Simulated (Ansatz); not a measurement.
Run report: AlNH3S (charge −1), frequency calculation

System: AlNH3S, charge −1.
Method: RKS PBE0/def2-SVP (Ansatz 0.2.0).

It belongs to a series of runs on one base structure; here: vibrations at the highest image of the band. Figures and captions count atoms from 1; the log counts them from 0 in places.

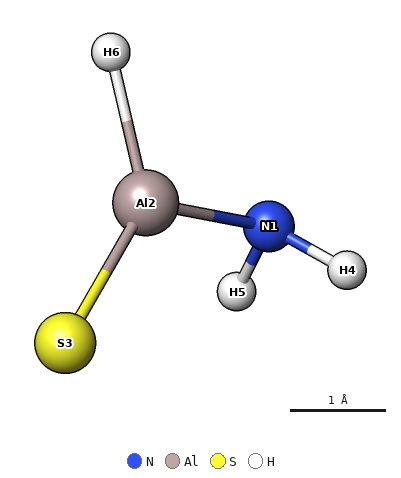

*The structure (ball-and-stick view, seen at a tilt; atoms are numbered from 1 in the order of the input). Sticks mark near contacts.*

Bond lengths as drawn: Al–H 1.63 Å, Al–N 1.87 Å, Al–S 2.09 Å and H–N 1.02 Å.

Summary:

```tsv
quantity	value
outcome	converged
total energy	−18958.7745 eV
mean-field energy	−18958.7745 eV
largest force (length of the vector)	0.035 eV/Å
hardware	1 thread of Intel Xeon @ 2.50GHz (Skylake/Cascade Lake), 189 GiB of memory available, shared host
wall time	1.7 min
peak memory	0.13 GiB
```

The input:
```yaml
crystal:
  periodic: [false, false, false]
  atoms:
    - { symbol: "N", position_ang: [-0.804475, 0.551814, -0.574673] }
    - { symbol: Al, position_ang: [0.45523, -0.149696, 0.621996] }
    - { symbol: S, position_ang: [1.76465, -1.733632, 0.266808] }
    - { symbol: H, position_ang: [-0.340593, 0.837154, -1.44015] }
    - { symbol: H, position_ang: [-1.428488, -0.197701, -0.885194] }
    - { symbol: H, position_ang: [0.353677, 0.692071, 2.011212] }
total_charge: -1
basis:
  gaussian: { orbitals: def2-SVP }
hamiltonian:
  xc: pbe0
phonons: {}
```

Launch command:
```bash
ansatz run input.yaml --threads 1 --pin off --max-ram 2048MiB --backend cpu --events-out ev --progress --plain --runs-dir out
```

Log:
```
Engine: ansatz 0.2.0, x86_64-unknown-linux-gnu
Functional definition: PBE0
  parameter a = 0.25
  parameter kappa = 0.804
  parameter beta = 0.06672455060314922
  exchange = (1 - a)*pbe_x(kappa = kappa, mu = beta*pi^2/3) + a*exact_x
  correlation = pbe_c(beta = beta)
662 factors; integrals over basis functions are off by at most 2.5e-4 eV
mean field evaluation 1: about -18956.8335 eV, gradient 2.8e1 eV
mean field evaluation 2: about -18955.2945 eV, gradient 3.8e1 eV
mean field evaluation 4: about -18958.7613 eV, gradient 7.8e-1 eV
mean field evaluation 8: about -18958.7745 eV, gradient 1.0e-2 eV
mean field -18958.77451673 eV, -696.7221127708 hartree, gradient 2.1e-5 eV, S^2 0.000000; 0 other end points of the search recorded, 0 dependent functions left out
the calculation of the forces begins
reference -18958.77454179 eV, -696.7221136918 hartree; 20, 20 occupied and 45, 45 virtual orbitals, 662 factors
these checks for a lower state are left out or cut short: stability, starts, cluster_reference, orbital_swaps, neighbouring_geometries, increment
662 factors; integrals over basis functions are off by at most 2.4e-4 eV
mean field evaluation 16: about -18958.7632 eV, gradient 1.6e-1 eV
mean field -18958.77436282 eV, -696.7221071149 hartree, gradient 2.8e-6 eV, S^2 0.000000; 0 other end points of the search recorded, 0 dependent functions left out
[... from here on the field's lines of each further geometry are left out, up to the last ...]
the calculation of the forces begins
reference -18958.77451786 eV, -696.7221128123 hartree; 20, 20 occupied and 45, 45 virtual orbitals, 662 factors
these checks for a lower state are left out or cut short: stability, starts, cluster_reference, orbital_swaps, neighbouring_geometries, increment
662 factors; integrals over basis functions are off by at most 2.5e-4 eV
mean field -18958.77448698 eV, -696.7221116775 hartree, gradient 1.3e-6 eV, S^2 0.000000; 0 other end points of the search recorded, 0 dependent functions left out
the calculation of the forces begins
reference -18958.77451204 eV, -696.7221125984 hartree; 20, 20 occupied and 45, 45 virtual orbitals, 662 factors
WARN: phonons: modes at or below zero, which the zero-point energy, F, S and C_V leave out: 1, the lowest at -271.60 cm⁻¹. A minimum has none, and a first-order saddle one
Total energy: -18958.77454179 eV, -696.7221136918 hartree
Atom 0 at    -0.804475     0.551814    -0.574673 Å, force    -0.019760    -0.028105     0.008571 eV/Å
Atom 1 at     0.455230    -0.149696     0.621996 Å, force    -0.002488     0.002356    -0.005482 eV/Å
Atom 2 at     1.764650    -1.733632     0.266808 Å, force     0.001731     0.001738     0.002008 eV/Å
Atom 3 at    -0.340593     0.837154    -1.440150 Å, force     0.007066    -0.000527    -0.005787 eV/Å
Atom 4 at    -1.428488    -0.197701    -0.885194 Å, force     0.010351     0.024198    -0.000448 eV/Å
Atom 5 at     0.353677     0.692071     2.011212 Å, force     0.003100     0.000338     0.001137 eV/Å
Dipole moment:    -0.385336     0.181934    -0.431560 e Å
Vibrations: -271.60 221.72 435.15 546.84 592.77 695.22 696.25 762.21 1548.32 1763.26 3493.46 3570.28 cm⁻¹, zero-point energy 0.888067 eV
```

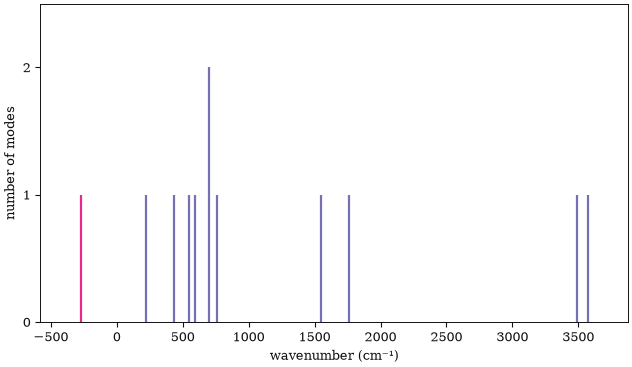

*Harmonic vibrational wavenumbers from the force constants; neighbouring modes closer than 17 cm⁻¹ are counted in one stick, and imaginary ones are drawn at negative wavenumbers.*

12 modes from 272i to 3570 cm⁻¹, 1 imaginary beyond 8i (272i cm⁻¹): a first-order saddle point, if the geometry is stationary.
